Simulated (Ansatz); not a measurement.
# CH$_{5}$BFInS (SMILES [F][InH][CH2]BS): what the fields show

Input

```
crystal:
  periodic: [false, false, false]
  atoms:
    - { symbol: F, position_ang: [-1.87782, 0.02575, 1.77425] }
    - { symbol: In, position_ang: [-1.65209, 0.51524, -0.13102] }
    - { symbol: C, position_ang: [0.1644, -0.6695, -0.76738] }
    - { symbol: B, position_ang: [0.0713, -2.00416, 0.01656] }
    - { symbol: S, position_ang: [-1.06688, -3.26996, -0.46109] }
    - { symbol: H, position_ang: [-2.87939, 1.65237, -0.60006] }
    - { symbol: H, position_ang: [1.04357, -0.05476, -0.58337] }
    - { symbol: H, position_ang: [-0.05992, -0.71579, -1.8347] }
    - { symbol: H, position_ang: [0.71972, -2.22396, 0.96679] }
    - { symbol: H, position_ang: [-1.65736, -2.62715, -1.46851] }
basis:
  gaussian: { orbitals: def2-SVP }
hamiltonian:
  xc: pbe
relax:
  f_tol: 0.015
  max_steps: 40
output:
  orbitals: {}
```

Launched as:

```sh
ansatz run input.yaml --threads 2 --pin off --max-ram 3072MiB --backend cpu --events-out ev --progress --plain --runs-dir out
```

The fields are those of the relaxed geometry.

Core potentials replace the inner electrons of In.

Level of theory: Ansatz, RKS PBE/def2-SVP.

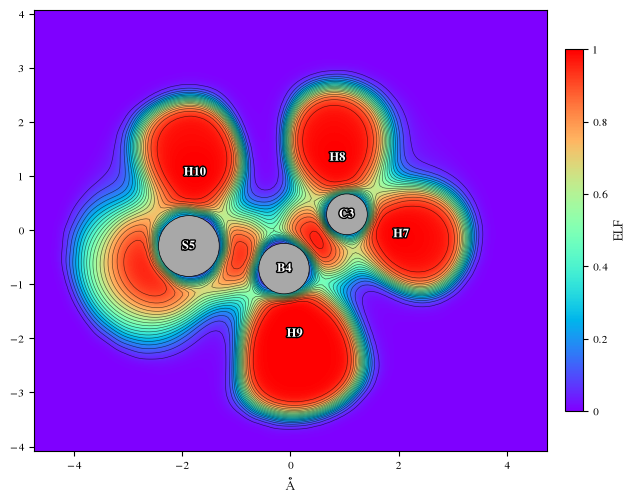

Figure 1. ELF on the plane of atoms S5, B4 and H9. Grey discs cover the atomic cores.

**Read the bonding off the picture.**

- The plane passes through C, B, S and H nuclei.
- C–B (1.54 Å): the ELF peaks at about 0.95 between the atoms (a covalent bond).
- B–S (1.81 Å): the ELF peaks at about 0.95 between the atoms (a covalent bond).
- C–H (1.11 Å): the ELF climbs to about 1 towards the hydrogen, as it does in any bond to H (a covalent bond by its length).
- B–H (1.22 Å): the ELF climbs to about 1 towards the hydrogen (a covalent bond by its length).
- S–H (1.37 Å): the ELF climbs to about 1 towards the hydrogen.
- The ELF also peaks beside S5, away from the bonds: lone-pair regions.

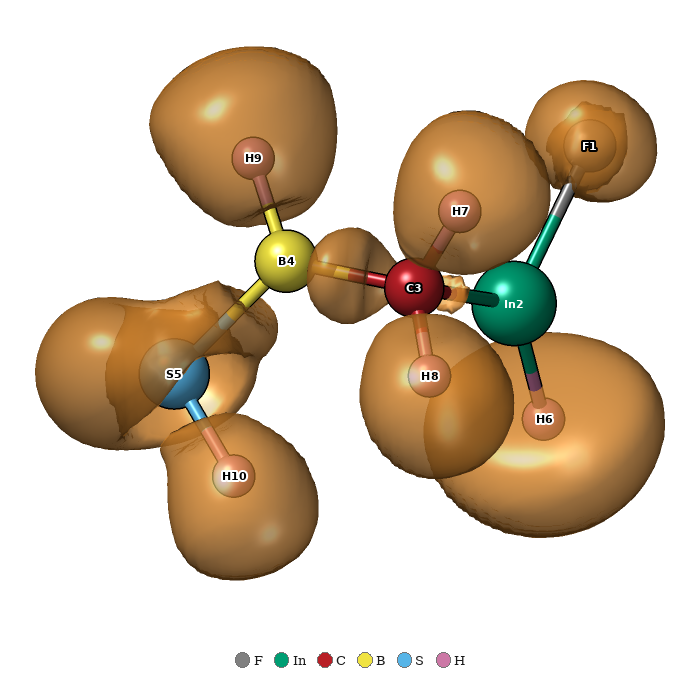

Figure 2. Isosurface of the electron localisation function at 0.8 (orange), seen at a tilt. Core shells and regions of very low density are left out.

**Describe the localisation domains.**

The ELF exceeds this value in one region between bonded B–C atoms (shared pairs), five regions around hydrogen nuclei, one region on S in which the atom's valence shell and bonds are merged and one region wrapped around F (its valence shell).

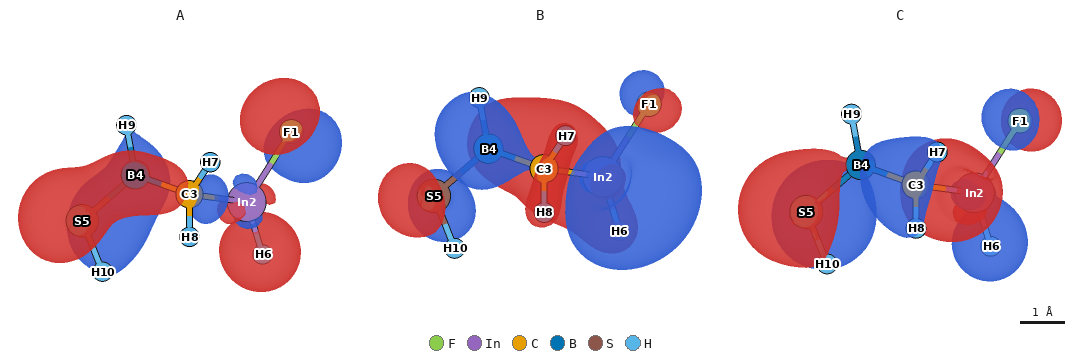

Figure 3. Three frontier orbitals at ±0.08 Å⁻³ᐟ² (blue and red are the two phases), in no order.

**Which picture is the HOMO−1, the HOMO and the LUMO?**

A is the HOMO−1 (−7.22 eV). Its weight (Hirshfeld) is mainly on F1 (about 50 %), S5 (about 25 %), B4 (about 10 %), In2 (about 5 %) and H6 (about 5 %); largely a combination of lone pairs on F1 and S5. C is the HOMO (−6.52 eV). Its weight (Hirshfeld) is mainly on S5 (about 45 %), C3 (about 15 %), F1 (about 10 %) and In2 (about 10 %). B is the LUMO (−2.66 eV). Its weight (Hirshfeld) is mainly on In2 (about 55 %), B4 (about 15 %) and S5 (about 10 %).

**What is the HOMO–LUMO gap?**

3.86 eV between the orbital energies.
